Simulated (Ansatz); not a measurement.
```xyz
14

C    -0.7707    1.7662    1.5891
Si    0.8907    1.0392    0.9640
C     0.7134   -0.4900    0.0413
N    -0.3577   -0.9240   -0.7290
Si   -0.2587   -1.9729   -2.1499
H    -0.6268    2.7909    1.9689
H    -1.2104    1.1615    2.3995
H    -1.5050    1.8309    0.7670
H     1.8867    0.8204    2.0654
H    -1.2403   -0.4396   -0.5461
H     1.6256   -1.0777   -0.1397
H    -1.6389   -2.4881   -2.3974
H     0.2330   -1.2758   -3.3828
H     0.6889   -3.0813   -1.8286
```

Theory: Ansatz 0.2.0, RKS BLYP-D4/6-31G*.

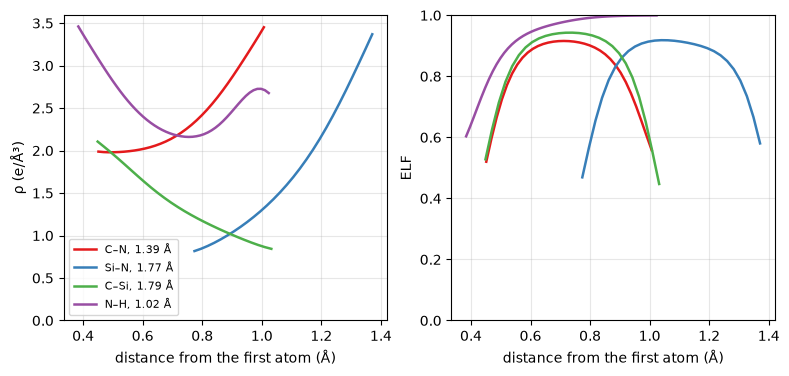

C2H9NSi2. Electron density and electron localisation function along straight lines between neighbouring atoms. The curves leave out the atomic cores.

What kind of bonding do the profiles show?

C–N (1.39 Å): the density is about 2.1 e/Å³ at the midpoint; the ELF peaks at about 0.90 between the atoms: localised, covalent bonding.
Si–N (1.77 Å): ρ at the midpoint is about 1 e/Å³; the ELF peaks at about 0.90 between the atoms; a shared but strongly polarised pair.
C–Si (1.79 Å): ρ is about 1 e/Å³ halfway; the ELF peaks at about 0.95 between the atoms: a covalent bond.
N–H (1.02 Å): ρ is about 2.8 e/Å³ halfway; the ELF climbs to about 1 towards the hydrogen, as it does in any bond to H; an ordinary covalent bond to hydrogen.
